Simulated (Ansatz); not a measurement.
# NO (nitric oxide): UB2PLYP/STO-3G

What is the energy change on altering one bond length of NO (nitric oxide) at UB2PLYP/STO-3G? 

The calculation is run with Ansatz 0.2.0.

43 further runs of the same task are left out: 3 that didn't finish, 40 set aside as unsound or not needed.

**1. The system as given**

The species is NO (2 atoms), meant as a doublet with charge 0. SMILES: `[N]=O`. The coordinates come from a GFN2-xTB relaxation.

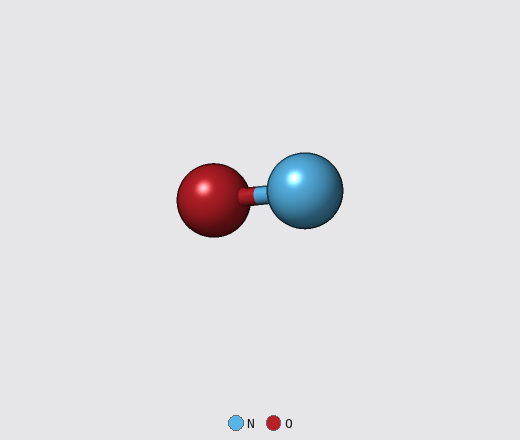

The structure, seen from a chosen angle (nitrogen blue, oxygen red).

**2. A single-point energy at UB2PLYP/STO-3G**

job.yaml reads:

```yaml
crystal:
  periodic: [false, false, false]
  atoms:
    - symbol: N
      position_ang: [-0.490230, 0.179450, -0.247330]
    - symbol: O
      position_ang: [0.490230, -0.179450, 0.247330]
basis:
  gaussian:
    orbitals: STO-3G
hamiltonian:
  xc: {name: B2PLYP}
magnetization:
  spin_polarized: true
  initial_magnetization: 1
correlation:
  frozen_orbitals: {"N": 1, O: 1}
accuracy: high
```

Launch:

```sh
$ ansatz run job.yaml --threads 1 --pin off --max-ram 2610MiB --events-out events.jsonl --progress --plain --runs-dir runs
```

Log:

```text
Warning: RAYON_NUM_THREADS=1 ignored (pool sized by the plan → 1); use --threads N
Functional definition: B2PLYP
  name "B2PLYP"
  parameter a = 0.53
  parameter c = 0.27
  exchange = (1 - a)*b88_x + a*exact_x
  correlation = (1 - c)*lyp_c + c*(mp2_os + mp2_ss)
149 factors; integrals over basis functions are off by at most 2.3e-8 eV
mean field evaluation 1: about -3480.9524 eV, gradient 4.4e0 eV
mean field evaluation 2: about -3480.9638 eV, gradient 4.5e0 eV
mean field evaluation 4: about -3481.0607 eV, gradient 1.7e0 eV
mean field evaluation 8: about -3481.0801 eV, gradient 3.1e-2 eV
mean field evaluation 16: about -3481.0800 eV, gradient 4.0e-7 eV
mean field -3481.07995001 eV, -127.9273286020 hartree, gradient 5.4e-9 eV, S^2 0.752203; 0 other end points of the search recorded, 0 dependent functions left out
2 core orbitals not correlated: weight in the atoms' cores, before any rotation towards them, 1.000 or more for the frozen orbitals, at most 0.000 for the correlated occupied ones
reference -3481.07995918 eV, -127.9273289392 hartree; 6, 5 occupied and 2, 3 virtual orbitals, 149 factors
second order -4.48372873 eV of doubles, -0.00000000 eV of singles
Total energy: -3482.29056594 eV, -127.9718179169 hartree
```

It took 0.64 s on 1 thread of Arm Neoverse V1, shared host; peak memory 0.09 GiB.

**3. The distorted shape at the same level**

run.yaml reads:

```yaml
crystal:
  periodic: [false, false, false]
  atoms:
    - {symbol: N, position_ang: [-0.735371, 0.269185, -0.371008]}
    - {symbol: O, position_ang: [0.490230, -0.179450, 0.247330]}
basis:
  gaussian: {orbitals: STO-3G}
magnetization: {spin_polarized: true, initial_magnetization: 1}
hamiltonian: {xc: {name: B2PLYP}}
correlation: {frozen_orbitals: {"N": 1, O: 1}}
accuracy: high
```

Launch:

```sh
$ ansatz run run.yaml --threads 1 --pin off --max-ram 2610MiB --events-out events.jsonl --progress --plain --runs-dir runs
```

Log (excerpt; [...] marks lines left out):

```text
Warning: RAYON_NUM_THREADS=1 ignored (pool sized by the plan → 1); use --threads N
[... 2 set-up lines as earlier in the session ...]
[...]
149 factors; integrals over basis functions are off by at most 3.9e-8 eV
[...]
mean field -3480.35428975 eV, -127.9006610795 hartree, gradient 1.1e-8 eV, S^2 1.458072; 3 other end points of the search recorded, 0 dependent functions left out
2 core orbitals not correlated: weight in the atoms' cores, before any rotation towards them, 1.000 or more for the frozen orbitals, at most 0.000 for the correlated occupied ones
reference -3480.35429942 eV, -127.9006614350 hartree; 6, 5 occupied and 2, 3 virtual orbitals, 149 factors
second order -2.69352159 eV of doubles, -0.00000000 eV of singles
Total energy: -3481.08155025 eV, -127.9273874100 hartree
```

It took 1.4 s on 1 thread of Arm Neoverse V1, shared host; peak memory 0.09 GiB.

**4. Summary of results**

Level: UB2PLYP/STO-3G, 2 core orbitals frozen.

```
                                                         quantity          value
                                        first shape: total energy  -127.97182 Eh
                                                first shape: ⟨S²⟩          0.752
                                    distorted shape: total energy  -127.92739 Eh
                                            distorted shape: ⟨S²⟩          1.458
energy change with the N1–O2 bond stretched from 1.155 to 1.444 Å       1.209 eV
```

With the N1–O2 bond stretched from 1.155 to 1.444 Å the energy rises by 1.21 eV (28 kcal/mol). The first shape isn't relaxed at this level, so the change isn't measured from a minimum. The minimal basis adds a large error of its own. ⟨S²⟩ (distorted shape) is 1.46 where a pure doublet has 0.75: the reference is spin-contaminated.
